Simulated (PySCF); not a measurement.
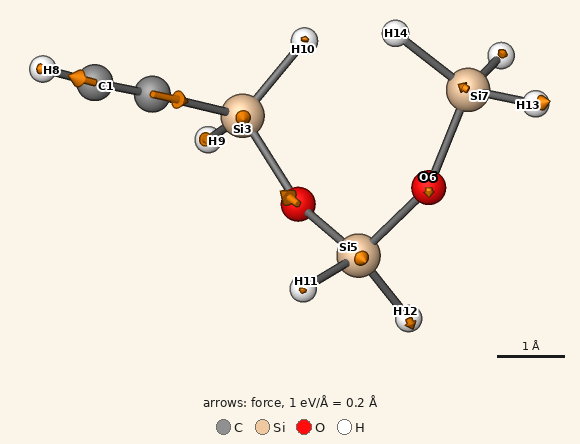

Starting geometry of C$_{2}$H$_{8}$O$_{2}$Si$_{3}$ with the computed forces as orange arrows. A ball-and-stick model, seen at a tilt.

The start comes from GFN2-xTB. Its atoms were then displaced at random by about 0.01 Å.

Computed with PBE0-D3(BJ)/def2-SVP geometry optimisation, gas phase in PySCF 2.14.0, density-fitted response routines. 

Q: Is this structure relaxed? If not, where do the atoms go?

A: It isn't relaxed: the largest force vector, on a C atom, is 3.85 eV/Å. The final displacements have little in common with the starting forces (cosine between the two patterns −0.11). Over 25 geometry steps the energy falls by 44.1 kJ/mol. The atom that moves furthest after the best rigid fit is an H atom (2.60 Å). Largest moves by element: H 2.60 Å, C 1.41 Å, Si 0.70 Å, O 0.53 Å. Near-neighbour distances that change, for instance: O–Si 1.588 → 1.658 Å, H–Si 1.422 → 1.491 Å, H–Si 1.443 → 1.485 Å, O–Si 1.617 → 1.657 Å. Among the angles between lasting bonds that change: Si–O–Si 151.7° → 142.3°, H–Si–H 118.4° → 111.6°, O–Si–H 103.9° → 109.8°. Groups turn about O–Si by about 65°, O–Si by about 60°.
